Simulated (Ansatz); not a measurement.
**CH2N2 (methanediimine): wB97X/def2-TZVP**

What is the electronic atomisation energy of CH2N2 (methanediimine) at wB97X/def2-TZVP? 

The results are computed with Ansatz 0.2.0.

50 further runs of the same task are left out: 50 set aside as unsound or not needed.

### 1 The structure to begin with

The species is CH2N2 (5 atoms), meant as a singlet with charge 0. As SMILES, `N=C=N`. The coordinates come from a PBE0-D4/def2-TZVP relaxation.

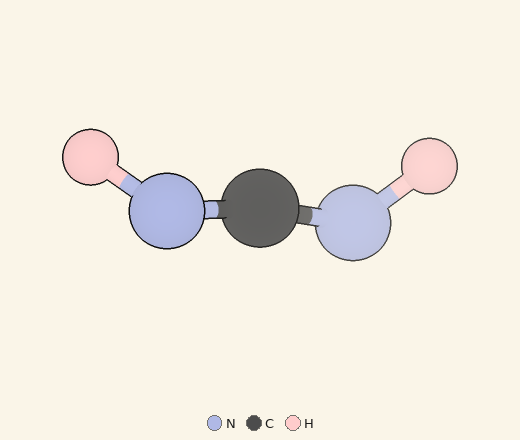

The structure, seen from a chosen angle (nitrogen light blue, carbon dark grey, hydrogen pink).

### 2 The energy at wB97X/def2-TZVP

job.yaml reads:

```yaml
basis:
  gaussian:
    orbitals: def2-TZVP
crystal:
  periodic: [false, false, false]
  atoms:
    - {symbol: N, position_ang: [-1.223010, -0.197100, -0.034990]}
    - {symbol: C, position_ang: [-0.008090, -0.139620, -0.075660]}
    - {symbol: "N", position_ang: [1.197320, -0.245880, -0.204970]}
    - {symbol: H, position_ang: [-1.767940, 0.622550, -0.262140]}
    - {symbol: H, position_ang: [1.801730, -0.039940, 0.577760]}
hamiltonian:
  xc: {name: wB97X}
output:
  orbitals: {seedname: orbitals}
accuracy: high
magnetization:
  spin_polarized: false
```

Started as:

```console
$ ansatz run job.yaml --threads 1 --pin off --max-ram 3480MiB --events-out events.jsonl --progress --plain --runs-dir runs
```

Output:

```text
Warning: RAYON_NUM_THREADS=1 ignored (pool sized by the plan → 1); use --threads N
Functional definition: wB97X
  name "wB97X"
  parameter omega = 0.3/bohr
  parameter cx = 0.157706
  parameter cx1 = 0.726479
  parameter cx2 = 1.04760
  parameter cx3 = -5.70635
  parameter cx4 = 13.2794
  parameter css1 = -4.33879
  parameter css2 = 18.2308
  parameter css3 = -31.7430
  parameter css4 = 17.2901
  parameter cos1 = 2.37031
  parameter cos2 = -11.3995
  parameter cos3 = 6.58405
  parameter cos4 = -3.78132
  exchange = spin_sum(e_x_unif_sr(omega)*poly(b97_u_x, 1 - cx, cx1, cx2, cx3, cx4)) + cx*exact_x_sr(omega)
      + exact_x_lr(omega)
  correlation = spin_sum(e_c_pw_same_spin*poly(b97_u_same, 1, css1, css2, css3, css4))
      + integral(e_c_pw_opposite_spin*poly(b97_u_opposite, 1, cos1, cos2, cos3, cos4))
1744 factors; integrals over basis functions are off by at most 3.7e-9 eV
254 factors; integrals over basis functions are off by at most 1.4e-9 eV
mean field evaluation 1: about -4045.0189 eV, gradient 4.8e1 eV
mean field evaluation 2: about -4045.9688 eV, gradient 4.3e1 eV
mean field evaluation 4: about -4049.0754 eV, gradient 1.2e0 eV
mean field evaluation 8: about -4049.0768 eV, gradient 2.2e-2 eV
mean field evaluation 16: about -4049.0768 eV, gradient 3.1e-5 eV
mean field -4049.07677151 eV, -148.8008267902 hartree, gradient 3.1e-8 eV, S^2 0.000000; 0 other end points of the search recorded, 0 dependent functions left out
reference -4049.07676920 eV, -148.8008267053 hartree; 11, 11 occupied and 94, 94 virtual orbitals, 1744 factors
Total energy: -4049.07676920 eV, -148.8008267053 hartree
```

Run time: 12 s. Hardware: 1 thread of Arm Neoverse V2, shared host; peak memory 0.36 GiB.

### 3 The C atom at the same level

job.yaml reads:

```yaml
crystal:
  periodic: [false, false, false]
  atoms:
    - {symbol: C, position_ang: [0.000000, 0.000000, 0.000000]}
basis:
  gaussian:
    orbitals: def2-TZVP
accuracy: high
hamiltonian:
  xc: {name: wB97X}
magnetization:
  spin_polarized: true
  initial_magnetization: 2
```

Run the same way, it converges to -37.84598 Eh (log not shown).

### 4 The H atom

in.yaml reads:

```yaml
crystal:
  periodic: [false, false, false]
  atoms:
    - symbol: H
      position_ang: [0.000000, 0.000000, 0.000000]
basis:
  gaussian: {orbitals: def2-TZVP}
hamiltonian: {xc: {name: wB97X}}
magnetization: {spin_polarized: true, initial_magnetization: 1}
accuracy: high
```

Run the same way, it converges to -0.50139 Eh (log not shown).

### 5 The N atom, same level

molecule.yaml reads:

```yaml
crystal:
  periodic: [false, false, false]
  atoms:
    - symbol: "N"
      position_ang: [0.000000, 0.000000, 0.000000]
basis:
  gaussian:
    orbitals: def2-TZVP
magnetization:
  spin_polarized: true
  initial_magnetization: 3
hamiltonian:
  xc: {name: wB97X}
accuracy: high
```

Run the same way, it converges to -54.59159 Eh (log not shown).

### 6 What came out

At wB97X/def2-TZVP:

| quantity | value |
| --- | --- |
| molecule: total energy | -148.80083 Eh |
| molecule: HOMO energy | -10.66 eV |
| molecule: LUMO energy | 2.95 eV |
| molecule: HOMO–LUMO gap | 13.60 eV |
| C atom: total energy | -37.84598 Eh |
| C atom: ⟨S²⟩ | 2.006 |
| H atom: total energy | -0.50139 Eh |
| H atom: ⟨S²⟩ | 0.750 |
| N atom: total energy | -54.59159 Eh |
| N atom: ⟨S²⟩ | 3.757 |
| electronic atomisation energy | 20.922 eV |

What this shows: Taking the molecule apart into free atoms costs 20.92 eV (2019 kJ/mol), before zero-point energy and without spin-orbit coupling.
